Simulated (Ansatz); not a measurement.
Run report: CH₅ClZn, nudged elastic band

System: CH₅ClZn.
Method: RHF/def2-SVP (Ansatz 0.2.0).

It belongs to a series of runs on one base structure; here: band between the two ends. Figures and captions count atoms from 1; the log counts them from 0 in places.

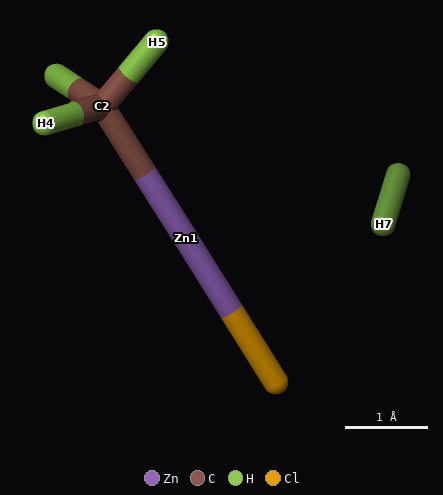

**Figure 1.** The input geometry (stick view, seen at a tilt; atoms are numbered from 1 in the order of the input). Sticks mark near contacts. Bond lengths as drawn: Cl–Zn 2.15 Å, C–H 1.09 Å, C–Zn 1.98 Å and H–H 0.75 Å.

**The input**
```yaml
crystal:
  periodic: [false, false, false]
  atoms:
    - { symbol: Zn, position_ang: [0.223818, -0.201957, 0.609615] }
    - { symbol: C, position_ang: [0.627706, -0.560688, 2.516869] }
    - { symbol: H, position_ang: [-0.248867, -0.959476, 3.032347] }
    - { symbol: H, position_ang: [1.436674, -1.288041, 2.614329] }
    - { symbol: H, position_ang: [0.932872, 0.354449, 3.029243] }
    - { symbol: Cl, position_ang: [-0.205142, 0.179031, -1.467361] }
    - { symbol: H, position_ang: [-2.36438, 2.097997, -0.226163] }
    - { symbol: H, position_ang: [-2.797681, 2.483087, 0.245621] }
basis:
  gaussian: { orbitals: def2-SVP }
hamiltonian:
  xc: hf
neb:
  order_check: false
  images: 9
  f_tol: 0.03
  max_iterations: 60
  final_atoms:
    - { symbol: Zn, position_ang: [-0.95758061, 0.85821866, -1.12816327] }
    - { symbol: C, position_ang: [0.00838122, -0.0152183, 2.76613326] }
    - { symbol: H, position_ang: [-0.32705017, -0.89801826, 3.30985721] }
    - { symbol: H, position_ang: [0.33301356, -0.3083377, 1.76782601] }
    - { symbol: H, position_ang: [0.84288902, 0.44180785, 3.29735237] }
    - { symbol: Cl, position_ang: [0.62244781, -0.5699066, -1.41991271] }
    - { symbol: H, position_ang: [-2.10476937, 1.895078, -0.93850503] }
    - { symbol: H, position_ang: [-0.81233146, 0.70077836, 2.69991216] }
  initial_path:
    images:
      - { positions_ang: [[0.223818, -0.201957, 0.609615], [0.627706, -0.560688, 2.516869], [-0.248867, -0.959476, 3.032347], [1.436674, -1.288041, 2.614329], [0.932872, 0.354449, 3.029243], [-0.205142, 0.179031, -1.467361], [-2.36438, 2.097997, -0.226163], [-2.797681, 2.483087, 0.245621]] }
      - { positions_ang: [[0.16092059, -0.14492618, 0.48136323], [0.51621649, -0.46143062, 2.47111544], [-0.3794974, -0.84732291, 2.96716115], [1.32135995, -1.18959373, 2.60324485], [0.81218946, 0.46973958, 2.96451153], [-0.21318969, 0.18824362, -1.6262458], [-2.16697741, 1.92075166, -0.03658386], [-2.446022, 2.16894057, 0.52993346]] }
      - { positions_ang: [[0.09802319, -0.08789535, 0.35311146], [0.40472699, -0.36217323, 2.42536189], [-0.51012781, -0.73516982, 2.9019753], [1.2060459, -1.09114646, 2.59216071], [0.69150692, 0.58503016, 2.89978005], [-0.22123738, 0.19745624, -1.7851306], [-1.96957481, 1.74350633, 0.15299528], [-2.09436301, 1.85479414, 0.81424592]] }
      - { positions_ang: [[0.03512578, -0.03086453, 0.2248597], [0.29323748, -0.26291585, 2.37960833], [-0.64075821, -0.62301673, 2.83678945], [1.09073186, -0.99269919, 2.58107656], [0.57082438, 0.70032074, 2.83504858], [-0.22928506, 0.20666886, -1.9440154], [-1.77217222, 1.56626099, 0.34257441], [-1.74270401, 1.54064771, 1.09855838]] }
      - { positions_ang: [[-0.02777162, 0.0261663, 0.09660793], [0.18174798, -0.16365847, 2.33385477], [-0.77138861, -0.51086364, 2.7716036], [0.97541781, -0.89425192, 2.56999241], [0.45014184, 0.81561132, 2.7703171], [-0.23733275, 0.21588149, -2.1029002], [-1.57476962, 1.38901565, 0.53215355], [-1.39104502, 1.22650128, 1.38287084]] }
      - { positions_ang: [[-0.09066903, 0.08319712, -0.03164384], [0.07025847, -0.06440109, 2.28810122], [-0.90201901, -0.39871055, 2.70641775], [0.86010376, -0.79580465, 2.55890827], [0.3294593, 0.9309019, 2.70558563], [-0.24538044, 0.22509411, -2.261785], [-1.37736703, 1.21177031, 0.72173269], [-1.03938602, 0.91235485, 1.6671833]] }
      - { positions_ang: [[-0.26405134, 0.23820143, -0.25094772], [0.05788302, -0.05456453, 2.38370762], [-0.78702525, -0.4985721, 2.82710564], [0.75468572, -0.69831126, 2.40069182], [0.43214524, 0.83308309, 2.82393897], [-0.07181479, 0.06609397, -2.09341054], [-1.5228475, 1.34843185, 0.38968515], [-0.99397511, 0.87003955, 1.87372907]] }
      - { positions_ang: [[-0.43743366, 0.39320574, -0.47025161], [0.04550757, -0.04472797, 2.47931403], [-0.67203148, -0.59843364, 2.94779353], [0.64926768, -0.60081787, 2.24247536], [0.53483119, 0.73526428, 2.94229232], [0.10175086, -0.09290618, -1.92503609], [-1.66832796, 1.48509339, 0.0576376], [-0.9485642, 0.82772425, 2.08027484]] }
      - { positions_ang: [[-0.61081597, 0.54821004, -0.6895555], [0.03313212, -0.03489141, 2.57492044], [-0.55703771, -0.69829518, 3.06848142], [0.54384964, -0.50332448, 2.08425891], [0.63751713, 0.63744547, 3.06064567], [0.27531651, -0.25190632, -1.75666163], [-1.81380843, 1.62175492, -0.27440994], [-0.90315328, 0.78540895, 2.28682061]] }
      - { positions_ang: [[-0.78419829, 0.70321435, -0.90885938], [0.02075667, -0.02505486, 2.67052685], [-0.44204394, -0.79815672, 3.18916932], [0.4384316, -0.40583109, 1.92604246], [0.74020307, 0.53962666, 3.17899902], [0.44888216, -0.41090646, -1.58828717], [-1.9592889, 1.75841646, -0.60645748], [-0.85774237, 0.74309366, 2.49336639]] }
      - { positions_ang: [[-0.95758061, 0.85821866, -1.12816327], [0.00838122, -0.0152183, 2.76613326], [-0.32705017, -0.89801826, 3.30985721], [0.33301356, -0.3083377, 1.76782601], [0.84288902, 0.44180785, 3.29735237], [0.62244781, -0.5699066, -1.41991271], [-2.10476937, 1.895078, -0.93850503], [-0.81233146, 0.70077836, 2.69991216]] }
```

Run on 1 thread of Arm Neoverse V1, 24 GiB of memory available, shared host.

Run as:
```bash
ansatz run input.yaml --threads 1 --pin off --max-ram 2048MiB --backend cpu --events-out ev --progress --plain --runs-dir out
```

**Output**
```
Engine: ansatz 0.2.0, aarch64-unknown-linux-gnu
Functional definition: HF
  exchange = exact_x
  correlation = 0
917 factors; integrals over basis functions are off by at most 2.7e-4 eV
mean field evaluation 1: about -61977.0543 eV, gradient 2.5e1 eV
mean field evaluation 2: about -61977.2335 eV, gradient 2.5e1 eV
mean field evaluation 4: about -61978.9774 eV, gradient 3.1e0 eV
mean field evaluation 8: about -61979.0004 eV, gradient 1.7e-4 eV
mean field -61979.00041863 eV, -2277.6862545093 hartree, gradient 4.2e-5 eV, S^2 0.000000; 0 other end points of the search recorded, 0 dependent functions left out
the calculation of the forces begins
reference -61979.00041863 eV, -2277.6862545093 hartree; 29, 29 occupied and 59, 59 virtual orbitals, 917 factors
916 factors; integrals over basis functions are off by at most 1.1e-3 eV
mean field evaluation 16: about -61979.6903 eV, gradient 1.1e0 eV
mean field -61979.69200552 eV, -2277.7116698589 hartree, gradient 7.5e-5 eV, S^2 0.000000; 0 other end points of the search recorded, 0 dependent functions left out
[... from here on the field's lines of each further geometry are left out, up to the last ...]
NEB iter   1: max|band force component| = 2.255e1 eV/Å  barrier→ = 8.9052 eV  barrier← = 9.5968 eV  Δτ_max = 0.2000 Å  (383 SCF iters)
NEB iter   2: max|band force component| = 6.124e0 eV/Å  barrier→ = 3.7231 eV  barrier← = 4.4147 eV  Δτ_max = 0.2000 Å  (312 SCF iters)
NEB iter   3: max|band force component| = 3.068e0 eV/Å  barrier→ = 1.8707 eV  barrier← = 2.5622 eV  Δτ_max = 0.2000 Å  (315 SCF iters)
NEB iter   4: max|band force component| = 1.050e0 eV/Å  barrier→ = 1.7050 eV  barrier← = 2.3966 eV  Δτ_max = 0.2000 Å  (312 SCF iters)
NEB iter   5: max|band force component| = 1.449e0 eV/Å  barrier→ = 1.5517 eV  barrier← = 2.2433 eV  CI = image 5  Δτ_max = 0.2000 Å  (300 SCF iters)
NEB iter   6: max|band force component| = 1.329e0 eV/Å  barrier→ = 2.0443 eV  barrier← = 2.7359 eV  CI = image 5  Δτ_max = 0.2000 Å  (304 SCF iters)
NEB iter   7: max|band force component| = 1.668e0 eV/Å  barrier→ = 2.7714 eV  barrier← = 3.4629 eV  CI = image 5  Δτ_max = 0.1002 Å  (310 SCF iters)
NEB iter   8: max|band force component| = 1.390e0 eV/Å  barrier→ = 2.5826 eV  barrier← = 3.2742 eV  CI = image 5  Δτ_max = 0.0984 Å  (292 SCF iters)
NEB iter   9: max|band force component| = 2.942e-1 eV/Å  barrier→ = 2.4594 eV  barrier← = 3.1510 eV  CI = image 5  Δτ_max = 0.0881 Å  (298 SCF iters)
NEB iter  10: max|band force component| = 3.016e-1 eV/Å  barrier→ = 2.4633 eV  barrier← = 3.1549 eV  CI = image 5  Δτ_max = 0.0446 Å  (287 SCF iters)
NEB iter  11: max|band force component| = 1.309e-1 eV/Å  barrier→ = 2.4510 eV  barrier← = 3.1425 eV  CI = image 5  Δτ_max = 0.0257 Å  (278 SCF iters)
the calculation of the forces begins
reference -61979.68692203 eV, -2277.7114830438 hartree; 29, 29 occupied and 59, 59 virtual orbitals, 922 factors
918 factors; integrals over basis functions are off by at most 1.1e-3 eV
mean field -61976.55306386 eV, -2277.5963158803 hartree, gradient 9.7e-6 eV, S^2 0.000000; 1 other end points of the search recorded, 0 dependent functions left out
the calculation of the forces begins
reference -61976.55306386 eV, -2277.5963158803 hartree; 29, 29 occupied and 59, 59 virtual orbitals, 918 factors
NEB iter  12: max|band force component| = 2.635e-2 eV/Å  barrier→ = 2.4474 eV  barrier← = 3.1389 eV  CI = image 5  Δτ_max = 0.0000 Å  (612 SCF iters)
```

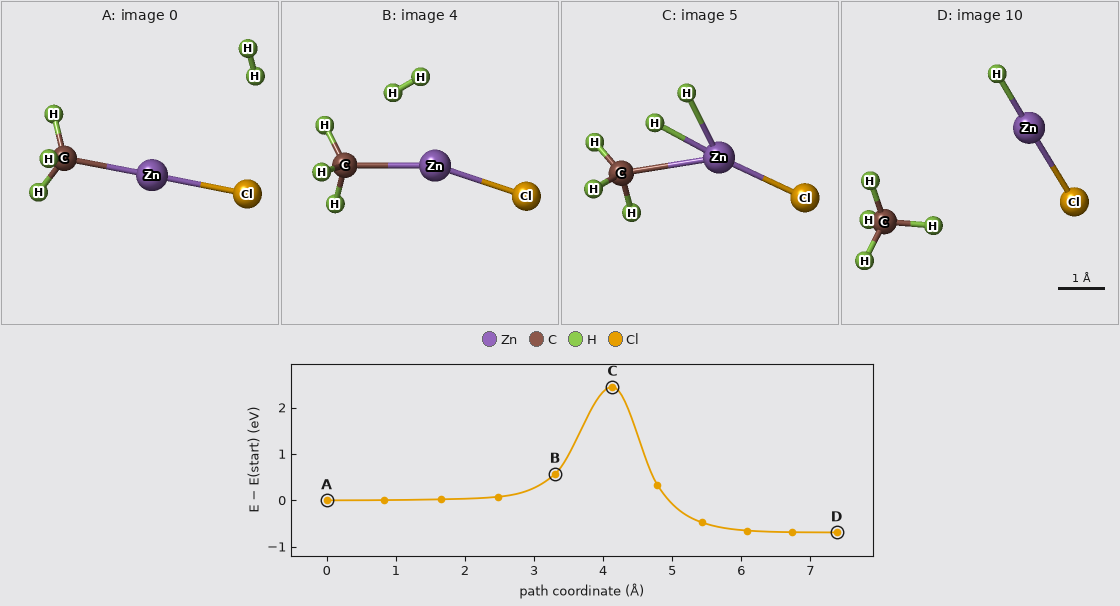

**Figure 2.** Images of the last band (counted from 0; ball-and-stick, seen at a tilt) above the energy along the path; the line is a cubic interpolation that uses the forces. The highest image is number 5, 2.447 eV above the start and 3.139 eV above the end (the climbing image); the end lies 0.692 eV below the start. The path is 7.38 Å long. The band converged in 12 iterations.

```
Total energy: -61976.55306386 eV, -2277.5963158803 hartree
Atom 0 at    -0.439370     0.392607     0.066033 Å, force     0.005293     0.005293     0.029471 eV/Å
Atom 1 at    -0.003890     0.006507     2.208397 Å, force     0.003100     0.017618     0.004189 eV/Å
Atom 2 at    -0.730852    -0.498024     2.850338 Å, force     0.009590     0.010049    -0.003066 eV/Å
Atom 3 at     0.750519    -0.740628     1.935228 Å, force    -0.000151    -0.010308    -0.004629 eV/Å
Atom 4 at     0.505102     0.780828     2.788457 Å, force    -0.005801    -0.013606    -0.006252 eV/Å
Atom 5 at     0.251386    -0.179392    -1.884303 Å, force    -0.004447     0.002877     0.007767 eV/Å
Atom 6 at    -1.681112     1.442801     0.861459 Å, force     0.009193    -0.004751     0.007425 eV/Å
Atom 7 at    -1.046782     0.899704     1.528892 Å, force    -0.016778    -0.007172    -0.034905 eV/Å
Dipole moment:    -0.118835     0.092489     0.540809 e Å
this run last wrote the band of iteration 12 to [file]
```

**The last band as extended XYZ (Å, eV, eV/Å)**
```
8
Properties=species:S:1:pos:R:3:forces:R:3 image=0 energy=-61979.00042
Zn    0.2238   -0.2020    0.6096   -0.0004   0.0003  -0.0003
C     0.6277   -0.5607    2.5169   -0.0015   0.0013   0.0015
H    -0.2489   -0.9595    3.0323   -0.0005  -0.0002   0.0006
H     1.4367   -1.2880    2.6143    0.0024  -0.0022  -0.0003
H     0.9329    0.3544    3.0292    0.0002   0.0005   0.0006
Cl   -0.2051    0.1790   -1.4674   -0.0001   0.0001  -0.0020
H    -2.3644    2.0980   -0.2262   -0.0025   0.0022   0.0033
H    -2.7977    2.4831    0.2456    0.0024  -0.0022  -0.0033
8
Properties=species:S:1:pos:R:3:forces:R:3 image=1 energy=-61978.99582
Zn    0.2063   -0.1827    0.4863    0.0001  -0.0001   0.0020
C     0.5036   -0.4496    2.4278    0.0019  -0.0017   0.0014
H    -0.4055   -0.8132    2.9122    0.0021  -0.0019   0.0020
H     1.2976   -1.1773    2.6093    0.0019  -0.0016  -0.0002
H     0.7889    0.4890    2.9085    0.0021  -0.0019   0.0019
Cl   -0.1230    0.1126   -1.6227   -0.0019   0.0016   0.0017
H    -2.1898    1.9379   -0.0058   -0.0013   0.0012  -0.0040
H    -2.4732    2.1877    0.6389   -0.0049   0.0043  -0.0048
8
Properties=species:S:1:pos:R:3:forces:R:3 image=2 energy=-61978.97868
Zn    0.2047   -0.1755    0.3604    0.0011  -0.0010   0.0039
C     0.3893   -0.3453    2.3263    0.0062  -0.0054   0.0035
H    -0.5545   -0.6664    2.7735    0.0057  -0.0051   0.0047
H     1.1567   -1.0731    2.5975    0.0052  -0.0044   0.0016
H     0.6616    0.6150    2.7709    0.0055  -0.0050   0.0046
Cl   -0.0139    0.0250   -1.7729   -0.0065   0.0055   0.0058
H    -2.1004    1.8451    0.2767   -0.0029   0.0031  -0.0123
H    -2.1385    1.8796    1.0221   -0.0143   0.0123  -0.0118
8
Properties=species:S:1:pos:R:3:forces:R:3 image=3 energy=-61978.92432
Zn    0.1597   -0.1325    0.2412    0.0554  -0.0485   0.0104
C     0.2744   -0.2400    2.2171    0.0301  -0.0275   0.0073
H    -0.6846   -0.5357    2.6507    0.0153  -0.0146  -0.0163
H     1.0231   -0.9717    2.5244    0.0267  -0.0210   0.0553
H     0.5509    0.7270    2.6456    0.0134  -0.0129  -0.0112
Cl    0.1067   -0.0738   -1.9092   -0.0260   0.0215  -0.0028
H    -2.0406    1.7724    0.6585   -0.0435   0.0402  -0.0334
H    -1.7846    1.5587    1.3262   -0.0715   0.0628  -0.0093
8
Properties=species:S:1:pos:R:3:forces:R:3 image=4 energy=-61978.42939
Zn   -0.1365    0.1302    0.1962    0.4833  -0.4192   0.2206
C     0.1386   -0.1193    2.1656    0.2413  -0.2113  -0.0737
H    -0.7305   -0.4877    2.7243    0.0279  -0.0081  -0.2182
H     0.9105   -0.8789    2.2115    0.2861  -0.2451   0.4357
H     0.5054    0.7714    2.6896    0.0212  -0.0368  -0.1736
Cl    0.1801   -0.1271   -1.9174   -0.1610   0.1390  -0.0721
H    -1.8310    1.5803    0.8743   -0.2702   0.2409   0.0407
H    -1.4318    1.2355    1.4104   -0.6286   0.5405  -0.1595
8
Properties=species:S:1:pos:R:3:forces:R:3 image=5 energy=-61976.55306
Zn   -0.4394    0.3926    0.0660    0.0053   0.0053   0.0295
C    -0.0039    0.0065    2.2084    0.0031   0.0176   0.0042
H    -0.7309   -0.4980    2.8503    0.0096   0.0100  -0.0031
H     0.7505   -0.7406    1.9352   -0.0002  -0.0103  -0.0046
H     0.5051    0.7808    2.7885   -0.0058  -0.0136  -0.0063
Cl    0.2514   -0.1794   -1.8843   -0.0044   0.0029   0.0078
H    -1.6811    1.4428    0.8615    0.0092  -0.0048   0.0074
H    -1.0468    0.8997    1.5289   -0.0168  -0.0072  -0.0349
8
Properties=species:S:1:pos:R:3:forces:R:3 image=6 energy=-61978.66290
Zn   -0.6333    0.5604   -0.1459   -0.8472   0.7267  -0.8317
C    -0.0618    0.0526    2.3222   -0.1837   0.1582   0.4511
H    -0.7227   -0.5224    2.9611    0.1158  -0.1550   0.4329
H     0.6420   -0.6489    1.8499   -0.3947   0.3477  -0.4289
H     0.5178    0.7769    2.8854    0.1218  -0.0661   0.3626
Cl    0.3532   -0.2644   -1.8611    0.2578  -0.2219   0.0485
H    -1.7169    1.4796    0.6144   -0.1765   0.1536  -0.8939
H    -0.7733    0.6705    1.7284    1.1068  -0.9433   0.8593
8
Properties=species:S:1:pos:R:3:forces:R:3 image=7 energy=-61979.47768
Zn   -0.8029    0.7129   -0.4793   -0.1698   0.1492  -0.2672
C    -0.0458    0.0337    2.4579    0.0241  -0.0211   0.1067
H    -0.6535   -0.5833    3.1159    0.0894  -0.0760   0.1266
H     0.5856   -0.6040    1.8369   -0.0331   0.0306  -0.0386
H     0.5773    0.7129    3.0355    0.0768  -0.0712   0.1198
Cl    0.4980   -0.3938   -1.7766    0.0755  -0.0678   0.0485
H    -1.8287    1.5895    0.3006   -0.1107   0.0961  -0.2231
H    -0.7250    0.6366    1.8636    0.0477  -0.0398   0.1274
8
Properties=species:S:1:pos:R:3:forces:R:3 image=8 energy=-61979.65168
Zn   -0.8731    0.7764   -0.7158   -0.0221   0.0192  -0.0362
C    -0.0317    0.0208    2.5556    0.0065  -0.0057   0.0177
H    -0.5601   -0.6757    3.2050    0.0225  -0.0209   0.0151
H     0.5163   -0.5353    1.7944   -0.0074   0.0102  -0.0132
H     0.6666    0.6141    3.1443    0.0206  -0.0193   0.0155
Cl    0.6035   -0.4967   -1.6173    0.0118  -0.0125   0.0204
H    -1.9582    1.7121   -0.1052   -0.0263   0.0236  -0.0624
H    -0.7583    0.6888    2.0935   -0.0056   0.0054   0.0430
8
Properties=species:S:1:pos:R:3:forces:R:3 image=9 energy=-61979.68692
Zn   -0.9104    0.8138   -0.9023   -0.0018   0.0025  -0.0050
C    -0.0166    0.0070    2.6471    0.0003  -0.0006   0.0024
H    -0.4411   -0.7955    3.2493    0.0039  -0.0038   0.0011
H     0.4281   -0.4137    1.7454   -0.0020   0.0032  -0.0015
H     0.7511    0.5251    3.2207    0.0035  -0.0033   0.0014
Cl    0.6390   -0.5641   -1.4692    0.0003  -0.0014   0.0035
H    -2.0391    1.8181   -0.5226   -0.0032   0.0027  -0.0110
H    -0.8060    0.7137    2.3861   -0.0008   0.0007   0.0092
8
Properties=species:S:1:pos:R:3:forces:R:3 image=10 energy=-61979.69201
Zn   -0.9576    0.8582   -1.1282    0.0032  -0.0029  -0.0008
C     0.0084   -0.0152    2.7661    0.0053  -0.0056  -0.0084
H    -0.3271   -0.8980    3.3099   -0.0018   0.0051  -0.0025
H     0.3330   -0.3083    1.7678   -0.0065   0.0062   0.0126
H     0.8429    0.4418    3.2974   -0.0043   0.0010  -0.0025
Cl    0.6224   -0.5699   -1.4199   -0.0056   0.0051   0.0015
H    -2.1048    1.8951   -0.9385    0.0019  -0.0018  -0.0017
H    -0.8123    0.7008    2.6999    0.0077  -0.0071   0.0020
```

**Key numbers**

```tsv
quantity	value
outcome	converged
barrier, forward	2.447 eV
barrier, backward	3.139 eV
wall time	3.5 min
peak memory	0.17 GiB
```

**Remarks**

The order of the saddle point was not checked.
